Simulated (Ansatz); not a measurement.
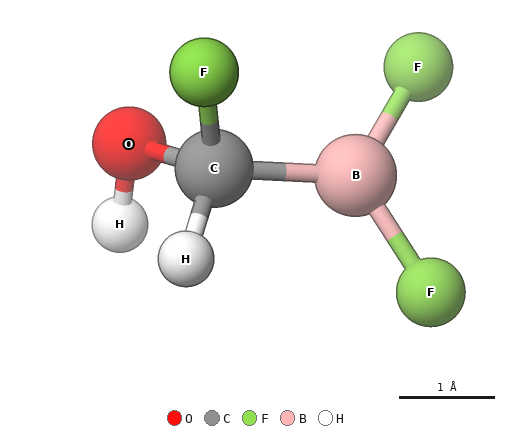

Starting structure of CH₂BF₃O (coarse preliminary run). The picture is a ball-and-stick view, seen face on.

The start comes from a force field.

The calculation used RKS PBE-D4/def2-SVP (Ansatz 0.2.0).

Input file:
```yaml
crystal:
  periodic: [false, false, false]
  atoms:
    - {symbol: O, position_ang: [0.145000, -1.232000, 0.950200]}
    - {symbol: C, position_ang: [0.565200, -0.144800, 0.132500]}
    - {symbol: F, position_ang: [1.395700, 0.647400, 0.860800]}
    - {symbol: B, position_ang: [-0.573900, 0.764300, -0.370600]}
    - {symbol: F, position_ang: [-0.895800, 0.904700, -1.798800]}
    - {symbol: F, position_ang: [-1.506900, 1.424900, 0.591000]}
    - {symbol: H, position_ang: [-0.201000, -1.896400, 0.329800]}
    - {symbol: H, position_ang: [1.163900, -0.525100, -0.750600]}
basis:
  gaussian: {orbitals: def2-SVP}
hamiltonian: {xc: pbe, dispersion: d4}
relax: {f_tol: 0.03, max_steps: 200}
```

> Where does the relaxation end?

H7 moves most after the best rigid fit: 0.72 Å. By element the largest moves are H 0.72 Å, O 0.51 Å, F 0.34 Å, B 0.14 Å, C 0.13 Å. Among the contacts that change: B4–F6 1.494 → 1.322 Å, B4–F5 1.471 → 1.329 Å, C2–B4 1.542 → 1.600 Å, C2–F3 1.359 → 1.403 Å. Among the angles between lasting bonds that change: O1–C2–B4 114.8° → 106.0°, C2–O1–H7 105.1° → 109.1°, B4–C2–H8 109.5° → 112.5°. Groups turn about O1–C2 by about 90°. After 11 accepted moves (14 points after the start) the energy has fallen by 26.8 kcal/mol. The largest force component goes from 5.1 to 0.014 eV/Å. The line search rejected the trial steps at points 6, 10, 12 of the run. The run took of the order of 50 core-seconds on a shared host.

History of the run:

| step | E − E(0), kcal/mol | largest force component, eV/Å | note |
| --- | --- | --- | --- |
| 0 | 0.00 | 5.1240 |  |
| 1 | -14.05 | 3.4590 |  |
| 2 | -20.01 | 1.1160 |  |
| 3 | -20.66 | 0.8527 |  |
| 4 | -22.61 | 0.3604 |  |
| 5 | -24.00 | 0.7105 |  |
| 6 | -19.39 | 3.0300 | rejected |
| 7 | -25.03 | 0.3579 |  |
| 8 | -25.89 | 0.3078 |  |
| 9 | -26.60 | 0.4399 |  |
| 10 | -26.55 | 0.4307 | rejected |
| 11 | -26.77 | 0.1248 |  |
| 12 | -26.76 | 0.1207 | rejected |
| 13 | -26.78 | 0.0641 |  |
| 14 | -26.78 | 0.0141 |  |

The structure at the end:

```xyz
8

O    -0.2165   -1.2673    0.5889
C     0.4589   -0.1779    0.0572
F     1.2756    0.4373    1.0182
B    -0.6699    0.8550   -0.4103
F    -1.0202    0.9356   -1.6894
F    -1.2875    1.6404    0.4560
H     0.4102   -2.0079    0.7019
H     1.1416   -0.4722   -0.7781
```

After the run, drawn alike:

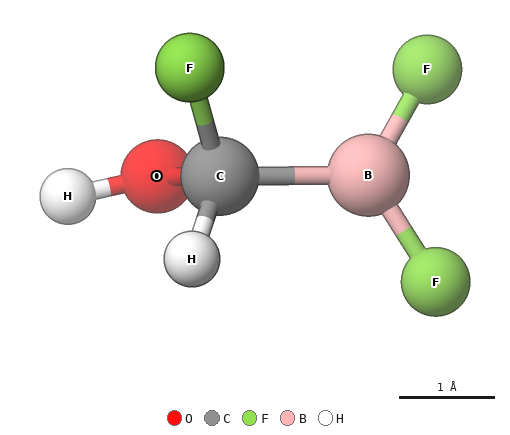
